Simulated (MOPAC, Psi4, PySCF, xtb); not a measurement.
Approach curve of the dimer CH4 ··· C2H2 (SMILES C and C#C). Monomers: optimised at B3LYP-D3(BJ) (def2-TZVP), held rigid. Orientation: lowest of the rigid-body minima from ten starts at GFN2-xTB. The monomers approach along the line of their centres of mass (distance R); nothing else relaxes.

Geometry at R = 3.90 Å (first 5 atoms: monomer A):
```
9

C      0.0000     0.0000     0.0000
H     -0.5982    -0.8475    -0.3320
H     -0.4527     0.9250    -0.3545
H      0.0424     0.0104     1.0883
H      1.0085    -0.0879    -0.4018
C      3.8582    -0.1323    -1.4406
C      3.6099     0.7868    -0.7154
H      4.0774    -0.9483    -2.0851
H      3.3908     1.6027    -0.0709
```

Levels: PM3, restricted, heats of formation (MOPAC); PBE0-D3(BJ)/def2-TZVP, counterpoise-corrected (Psi4); PM6, restricted, heats of formation (MOPAC); GFN1-xTB (xtb); RKS-B3LYP/6-31G* = restricted B3LYP/6-31G*, spherical d, no counterpoise correction run with PySCF.

Interaction energies in kcal/mol (negative: bound); R is the distance of the centres of mass, d the H5···C7 distance.

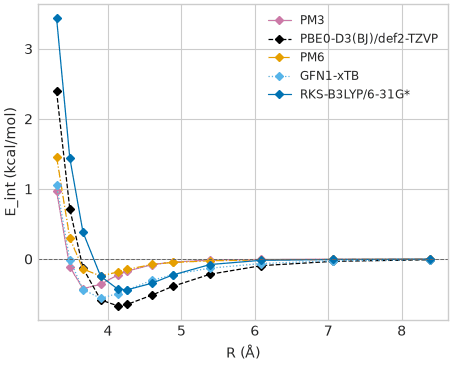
Fig. 1. Interaction energy against separation.

```
R / Å  d / Å    PM3  PBE0-D3(BJ)/def2-TZVP    PM6  GFN1-xTB  RKS-B3LYP/6-31G*
-----  -----  -----  ---------------------  -----  --------  ----------------
3.30    2.19   0.97                   2.39   1.46      1.06              3.44
3.48    2.36  -0.11                   0.72   0.30     -0.01              1.44
3.66    2.53  -0.42                  -0.13  -0.14     -0.44              0.38
3.90    2.76  -0.36                  -0.58  -0.24     -0.56             -0.25
4.13    2.98  -0.23                  -0.67  -0.19     -0.50             -0.43
4.26    3.11  -0.17                  -0.65  -0.15     -0.44             -0.44
4.60    3.44  -0.08                  -0.51  -0.08     -0.30             -0.35
4.88    3.71  -0.04                  -0.39  -0.05     -0.22             -0.23
5.39    4.21  -0.02                  -0.22  -0.03     -0.13             -0.08
6.09    4.90  -0.01                  -0.09  -0.01     -0.06             -0.02
7.07    5.87   0.00                  -0.03  -0.01     -0.03             -0.01
8.38    7.17   0.00                  -0.01   0.00     -0.01              0.00
```

Lowest grid point: PM3 -0.42 kcal/mol at R = 3.66 Å; PBE0-D3(BJ)/def2-TZVP -0.67 kcal/mol at R = 4.13 Å; PM6 -0.24 kcal/mol at R = 3.90 Å; GFN1-xTB -0.56 kcal/mol at R = 3.90 Å; RKS-B3LYP/6-31G* -0.44 kcal/mol at R = 4.26 Å.
